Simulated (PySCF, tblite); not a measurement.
# C5H6FO radical: geometry, infrared bands and EPR parameters

Wanted: the infrared bands and EPR parameters of C5H6FO radical (`C=[C]C1(F)COC1`), by calculation.

Programs: tblite 0.8.0 and PySCF 2.14.0, with density-fitted response routines of our own. Each step states its level of theory. These are calculated values for one molecule in the gas phase, unless marked as measured. Atoms count from 0, in the outputs and in this text.

## Step 1: Starting geometry

13 atoms, charge 0, multiplicity 2; geometry from: force field or distance geometry start.

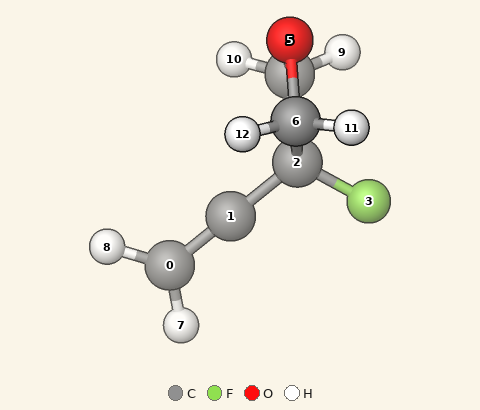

The starting geometry (carbon grey, fluorine green, oxygen red, hydrogen white), atoms numbered.

## Step 2: Relaxing the molecule with GFN2-xTB

What the job is given:

```
{"job": {"kind": "relax", "xc": "GFN2-xTB", "basis": "xTB"}, "charge": 0, "multiplicity": 2}
C      2.414200    -0.281800    -0.085300
C      1.115100    -0.221900    -0.280000
C     -0.305900    -0.177500    -0.489000
F     -0.579800    -0.657800    -1.736900
C     -1.187700    -0.732600     0.652400
O     -1.802300     0.557100     0.891600
C     -0.993900     1.164500    -0.152000
H      3.065300    -0.664600    -0.853000
H      2.853400     0.062000     0.844900
H     -1.935600    -1.470800     0.337700
H     -0.664200    -1.101000     1.530300
H     -1.626200     1.572400    -0.941600
H     -0.356800     1.952600     0.263200
```

Launch:

```console
> OMP_NUM_THREADS=1 python probes_run.py task.json out
```

One launch serves the whole session: the jobs run in the order shown.

What it wrote:

```text
step      E/eV     max force
  0    -609.53764    2.298
  1    -609.60165    2.706
  2    -609.64448    0.388
  3    -609.65017    0.317
  4    -609.65978    0.233
  5    -609.66407    0.200
  6    -609.66745    0.125
  7    -609.66877    0.078
  8    -609.66961    0.084
  9    -609.67024    0.079
 10    -609.67079    0.058
 11    -609.67126    0.067
 12    -609.67173    0.069
 13    -609.67222    0.067
 14    -609.67269    0.072
 15    -609.67316    0.068
 16    -609.67373    0.091
 17    -609.67454    0.110
 18    -609.67550    0.110
 19    -609.67639    0.080
 20    -609.67720    0.078
 21    -609.67812    0.112
 22    -609.67951    0.123
 23    -609.68169    0.126
 24    -609.68430    0.132
 25    -609.68675    0.151
 26    -609.68944    0.183
 27    -609.69287    0.188
 28    -609.69635    0.245
 29    -609.70052    0.168
 30    -609.70469    0.145
 31    -609.70982    0.190
 32    -609.71177    0.175
 33    -609.71461    0.114
 34    -609.71573    0.133
 35    -609.71686    0.156
 36    -609.71829    0.147
 37    -609.72085    0.126
 38    -609.72340    0.133
 39    -609.72594    0.159
 40    -609.72931    0.183
 41    -609.73354    0.197
 42    -609.73889    0.229
 43    -609.74508    0.234
 44    -609.75145    0.214
 45    -609.75523    0.188
 46    -609.75758    0.241
 47    -609.75884    0.109
 48    -609.75988    0.048
 49    -609.76040    0.050
 50    -609.76053    0.076
 51    -609.76072    0.038
 52    -609.76078    0.027
 53    -609.76086    0.020
 54    -609.76094    0.022
 55    -609.76098    0.016
 56    -609.76101    0.014
 57    -609.76103    0.011
 58    -609.76105    0.008
```

It took 0.29 s on 1 thread of Arm Neoverse V1, shared host.

Step by step: (not every step is listed)

| step | energy from step 0 (eV) | largest force (eV/Å) |
| --- | --- | --- |
| 0 | 0.0000 | 2.2979 |
| 1 | -0.0640 | 2.7064 |
| 2 | -0.1068 | 0.3877 |
| 3 | -0.1125 | 0.3170 |
| 4 | -0.1221 | 0.2331 |
| 5 | -0.1264 | 0.2004 |
| 6 | -0.1298 | 0.1246 |
| 7 | -0.1311 | 0.0778 |
| 8 | -0.1320 | 0.0844 |
| 12 | -0.1341 | 0.0686 |
| 16 | -0.1361 | 0.0905 |
| 20 | -0.1396 | 0.0779 |
| 24 | -0.1467 | 0.1322 |
| 28 | -0.1587 | 0.2448 |
| 32 | -0.1741 | 0.1754 |
| 36 | -0.1807 | 0.1473 |
| 40 | -0.1917 | 0.1833 |
| 44 | -0.2138 | 0.2144 |
| 48 | -0.2222 | 0.0475 |
| 52 | -0.2231 | 0.0275 |
| 53 | -0.2232 | 0.0200 |
| 54 | -0.2233 | 0.0219 |
| 55 | -0.2233 | 0.0161 |
| 56 | -0.2234 | 0.0136 |
| 57 | -0.2234 | 0.0114 |
| 58 | -0.2234 | 0.0079 |

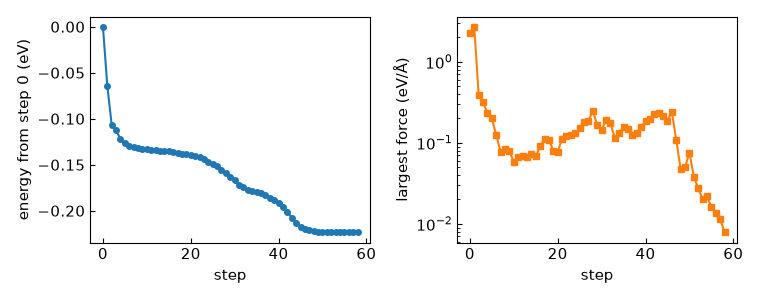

Energy and largest force along the relaxation.

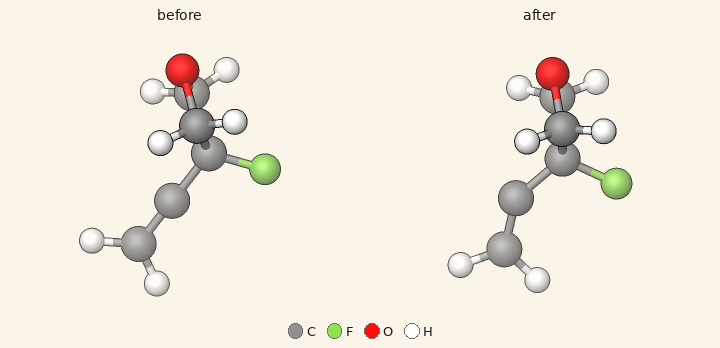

The geometry before (left) and after (right).

Distances of close pairs at the start and the end, largest changes first:

| bond | before (Å) | after (Å) | change (Å) |
| --- | --- | --- | --- |
| C2–F3 | 1.365 | 1.407 | +0.042 |
| O5–C6 | 1.453 | 1.427 | -0.026 |
| C0–C1 | 1.315 | 1.291 | -0.024 |
| C4–O5 | 1.449 | 1.427 | -0.021 |
| C0–H7 | 1.077 | 1.091 | +0.014 |
| C1–C2 | 1.437 | 1.444 | +0.008 |
| C2–C6 | 1.545 | 1.539 | -0.006 |
| C2–C4 | 1.545 | 1.539 | -0.006 |

The final coordinates are the input of the step that follows.

## Step 3: Harmonic vibrations with GFN2-xTB

What the job is given:

```
{"job": {"kind": "ir", "xc": "GFN2-xTB", "basis": "xTB"}, "charge": 0, "multiplicity": 2}
C      2.396745    -0.289332    -0.113145
C      1.169823    -0.035505     0.197831
C     -0.190720    -0.098151    -0.283363
F     -0.243493    -0.635483    -1.582673
C     -1.241864    -0.726652     0.649274
O     -1.906881     0.527205     0.799366
C     -1.049717     1.171099    -0.142593
H      2.697080    -0.715923    -1.071723
H      3.214766    -0.092878     0.564002
H     -1.868576    -1.471443     0.151998
H     -0.863760    -1.115783     1.596986
H     -1.574043     1.441367    -1.062602
H     -0.543749     2.041966     0.278913
```

What it wrote:

```text
mode    cm-1     km/mol
  1     -14.3      2.59
  2     100.5      3.62
  3     157.1     17.79
  4     236.9      0.59
  5     345.3      9.07
  6     358.9      1.02
  7     420.9     11.38
  8     553.2      8.16
  9     627.4      9.37
 10     799.3     59.51
 11     860.5     42.33
 12     865.1     17.60
 13     918.5      0.02
 14     946.3      8.41
 15    1016.0     22.63
 16    1059.1      0.52
 17    1073.4     71.97
 18    1079.7     34.95
 19    1097.6      6.16
 20    1122.8     35.34
 21    1197.0     20.54
 22    1237.6      0.01
 23    1260.8      0.50
 24    1347.4     14.11
 25    1445.0      0.06
 26    1454.8      1.52
 27    1819.3     27.86
 28    2879.1      1.86
 29    2950.5     19.57
 30    2952.4     30.75
 31    2965.8     11.35
 32    2968.7     45.29
 33    3050.2      3.13
```

Wall time 0.3 s (1 thread of Arm Neoverse V1, shared host).

The strongest bands and the atoms that carry them (share of the mass-weighted mode):

| cm⁻¹ | km/mol | atoms |
| --- | --- | --- |
| 799 | 59.5 | C2 26 %, F3 11 %, H11 10 %, H9 10 % |
| 860 | 42.3 | H8 47 %, H7 28 %, C0 21 % |
| 1073 | 72.0 | O5 40 %, C6 21 %, C4 20 % |
| 1080 | 35.0 | C2 27 %, C6 15 %, C4 14 %, H12 12 % |
| 1123 | 35.3 | H9 19 %, H11 19 %, H10 15 %, H12 15 % |
| 1819 | 27.9 | C1 60 %, C0 37 % |
| 2952 | 30.8 | H11 72 %, H12 18 % |
| 2969 | 45.3 | H12 64 %, H11 18 %, H10 10 % |

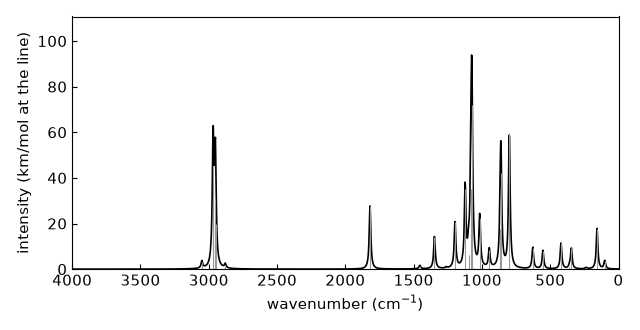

The infrared spectrum from these modes, unscaled. Lines are broadened to a width of 14 cm⁻¹ (Lorentzian).

## Step 4: EPR parameters: B3LYP/pcH-1

Settings changed since step 3:

```diff
@@ -1,2 +1,2 @@
-{"job": {"kind": "ir", "xc": "GFN2-xTB", "basis": "xTB"}, "charge": 0, "multiplicity": 2}
+{"job": {"kind": "epr", "basis": "pcH-1"}, "charge": 0, "multiplicity": 2}
 C      2.396745    -0.289332    -0.113145
```

Method: UKS B3LYP, pcH-1 on C F H O, non-relativistic, mean-field spin-orbit, GIAO.

What it wrote:

```text
UKS, coarse grid
  cycle   1  E = -368.96193228  |g| = 5.81e-01
  cycle   2  E = -368.75146023  |g| = 9.83e-01
  cycle   3  E = -369.07645611  |g| = 8.68e-02
  cycle   4  E = -369.07921375  |g| = 4.70e-02
  cycle   5  E = -369.08029057  |g| = 1.74e-02
  cycle   6  E = -369.08043864  |g| = 5.10e-03
  cycle   7  E = -369.08046295  |g| = 1.94e-03
  cycle   8  E = -369.08047141  |g| = 1.46e-03
  cycle   9  E = -369.08047422  |g| = 5.42e-04
UKS, final grid
  cycle   1  E = -369.08043284  |g| = 7.29e-04
  cycle   2  E = -369.08043273  |g| = 1.15e-03
  cycle   3  E = -369.08043320  |g| = 1.32e-04
  cycle   4  E = -369.08043325  |g| = 1.43e-04
  cycle   5  E = -369.08043328  |g| = 4.14e-05
  cycle   6  E = -369.08043328  |g| = 8.64e-06
E = -369.08043328 Eh   <S^2> = 0.7584 (exact 0.7500)
g shifts (ppm)      1          2          3
  rmc          -170       -170       -170
  gc             39          8         43
  oz_so        -609        -10        788
  total        -740       -172        661
hyperfine (MHz)  atom isotope    a_iso     a_fc   dipolar eigenvalues
    0   13C     -17.45     -17.45    -17.80      2.66     15.14
    1   13C     266.50     266.50    -81.11    -61.19    142.30
    2   13C      67.34      67.34     -4.52     -3.05      7.57
    3   19F     195.39     195.39   -127.63   -118.95    246.59
    4   13C       6.20       6.20     -1.69     -1.19      2.88
    5   17O      -0.42      -0.42     -0.40      0.17      0.23
    6   13C       5.97       5.97     -1.67     -1.17      2.84
    7    1H     184.25     184.25     -4.84     -1.80      6.65
    8    1H     124.47     124.47     -6.38     -5.18     11.55
    9    1H       7.30       7.30     -2.04     -1.52      3.57
   10    1H       3.12       3.12     -4.47     -2.94      7.40
   11    1H       7.17       7.17     -2.04     -1.53      3.56
   12    1H       3.12       3.12     -4.45     -2.94      7.39
```

Run time: 53 s. Hardware: 1 thread of Arm Neoverse V1, shared host; peak memory 0.85 GiB.

Principal g values 2.00158, 2.00215, 2.00298; g(iso) = 2.00224, against 2.00232 for a free electron.

Mean a(iso) over the nuclei that a row names, and the largest dipolar term of the row (other rows stand at the frozen geometry):

| nuclei | isotope | a(iso) (MHz) | a(iso) (G, at g = 2.0023) | largest dipolar term (MHz) |
| --- | --- | --- | --- | --- |
| C1 | 13C | 266.5 | 95.1 | 142.3 |
| F3 | 19F | 195.4 | 69.7 | 246.6 |
| H7 | 1H | 184.3 | 65.7 | 6.6 |
| H8 | 1H | 124.5 | 44.4 | 11.6 |
| C2 | 13C | 67.3 | 24.0 | 7.6 |
| C0 | 13C | -17.5 | -6.2 | -17.8 |
| H9, H11 | 1H | 7.2 | 2.6 | 3.6 |
| C4, C6 | 13C | 6.1 | 2.2 | 2.9 |
| H10, H12 | 1H | 3.1 | 1.1 | 7.4 |
| O5 | 17O | -0.4 | -0.2 | -0.4 |

Mulliken spin populations:

C0 -0.16; C1 0.98; C2 -0.02; F3 0.05; C4 0.00; O5 0.00; C6 0.00; H7 0.09; H8 0.05; H9 0.00; H10 0.00; H11 0.00; H12 0.00

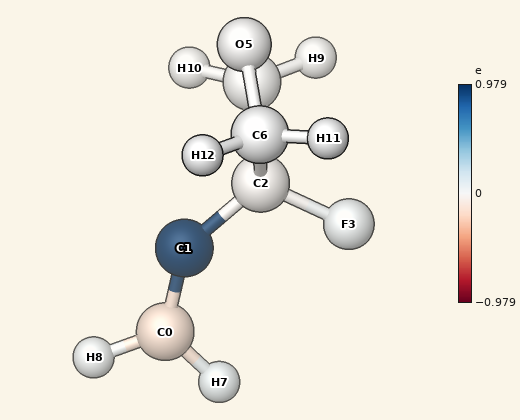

Mulliken spin populations, as colours on the atoms.

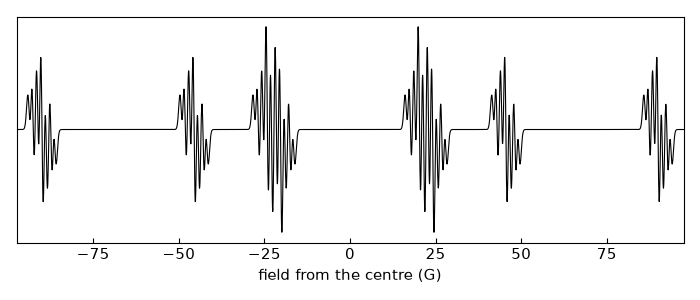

First-order isotropic spectrum (first derivative, main isotopes with spin only, couplings over 0.8 MHz, Gaussian width 0.5 G; couplings of the frozen geometry, rotation of groups not averaged beyond the rows shown).

The fields below are evaluated on a grid from the run's orbitals.

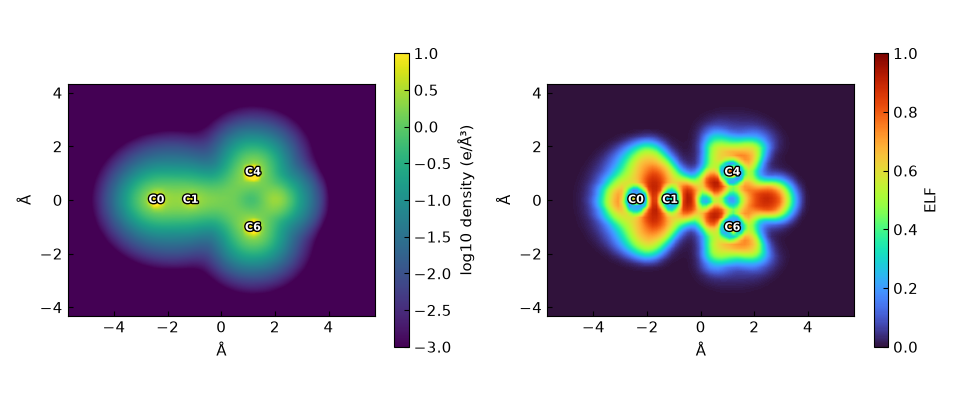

Density (left) and ELF (right) in a plane through or near 4 of the atoms.

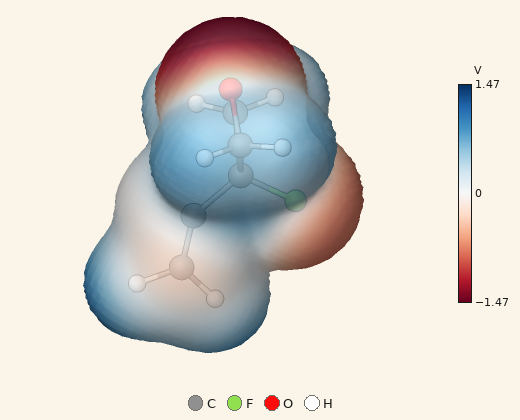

The potential that a unit positive charge feels on the 0.002 e/bohr³ surface, from -1.47 V near O5 to 1.02 V near H8.

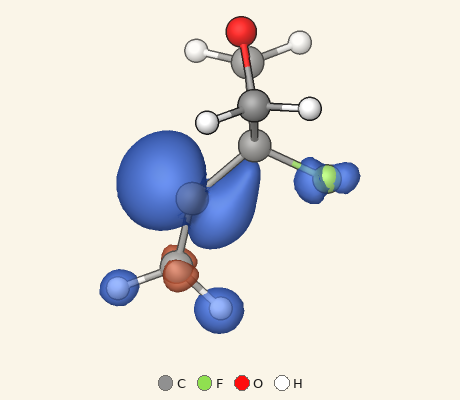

Spin density at ±0.05 e/Å³ (alpha excess blue, beta excess red).

## Step 5: Summary of results

| quantity | value |
| --- | --- |
| strongest single infrared mode (GFN2-xTB) | 1073 cm⁻¹, 72 km/mol |
| zero-point energy (GFN2-xTB) | 58.9 kcal/mol |
| g(iso) (B3LYP) | 2.00224 |
| ⟨S²⟩ | 0.758 (exact 0.75) |
| largest a(iso) (averaged by class) | 13C on C1, 266.5 MHz |
| surface potential, least and greatest | -1.47 V and 1.02 V |

Over 58 steps the energy fell by 0.223 eV; of the close pairs, C2–F3 changed most, 1.365 to 1.407 Å. The lowest mode is slightly imaginary (14i cm⁻¹), a soft motion within the noise of the Hessian, so the minimum is not strictly shown. The strongest single mode, at 1073 cm⁻¹, has its largest shares on O5, C6 and C4 (the list is cut at 3 atoms). Unscaled tight-binding wavenumbers are off by several per cent, some by more. Its intensities can rank the bands wrongly. C1 carries the largest spin population, 0.98 e. The isotropic g lies 0.1 ppt below the free-electron value.
